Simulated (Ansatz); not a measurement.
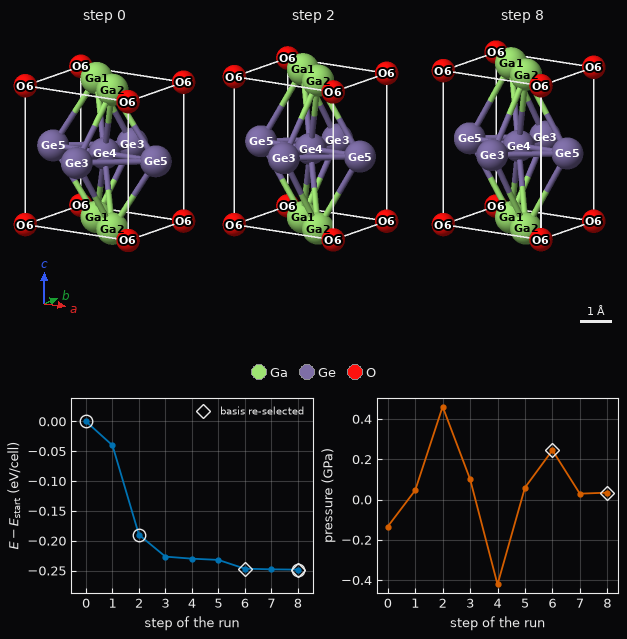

Frames of a relaxation of crystalline Ga$_{2}$Ge$_{3}$O (a generated structure, set up in P6/mmm) (coarse preliminary run), marked on the history of the run. Style: ball-and-stick. Shown: the cell of the calculation, slightly off an axis.

Method: DFT PBE, scalar-relativistic, plane waves, PAW (Ansatz 0.2.0). Settings: plane-wave cutoff 420 eV; k-point mesh 6 × 6 × 4; occupations gaussian; smearing width 0.1 eV; no spin polarisation; cell and atoms relaxed; force threshold 0.04 eV/Å; at most 70 steps.

Question: What happens along the run?

Answer: Over 6 accepted moves (8 points after the start) the energy falls by 0.248 eV per cell of the calculation. All forces vanish by symmetry, so only the cell relaxes. Pressure: −0.13 GPa at the start and 0.03 GPa at the end. The SCF was repeated twice at an unchanged geometry on a basis and grid sized afresh for the cell, which shifted the energy by 14.7 meV per cell of the calculation at most. The atoms keep their places relative to the cell (all moves are under 0.005 Å). Cell: a = b 5.345 → 5.080 Å (−5.0 %), c 4.661 → 5.169 Å (+10.9 %). Volume +0.2 %. Some distances before and after: Ga1–Ge3 2.795 → 2.971 Å, Ge3–Ge4 2.673 → 2.540 Å. Among the angles between lasting bonds that change: Ge3–Ga1–Ge3 113.0° → 120.9°, Ge3–Ga1–Ge4 148.0° → 151.4°. The space group stays P6/mmm (No. 191). The run took 86 s on 1 thread of Intel(R) Xeon(R) Processor @ 2.70GHz (shared host), peak memory 0.47 GiB. From step 0 to 2: volume −1.3 %, energy −0.190 eV per cell of the calculation. From step 2 to 8: volume +1.5 %, energy −58.3 meV per cell of the calculation.

```tsv
step	E − E(0), meV/atom	pressure, GPa	volume, Å³/atom	note
0	0.00	-0.13	19.221	
1	-6.68	0.05	19.155	
2	-31.65	0.46	18.976	
3	-37.74	0.10	19.174	
4	-38.32	-0.42	19.321	
5	-38.66	0.06	19.159	
6	-41.11	0.24	19.159	same geometry, new basis
7	-41.29	0.03	19.254	
8	-41.37	0.03	19.254	same geometry, new basis
```
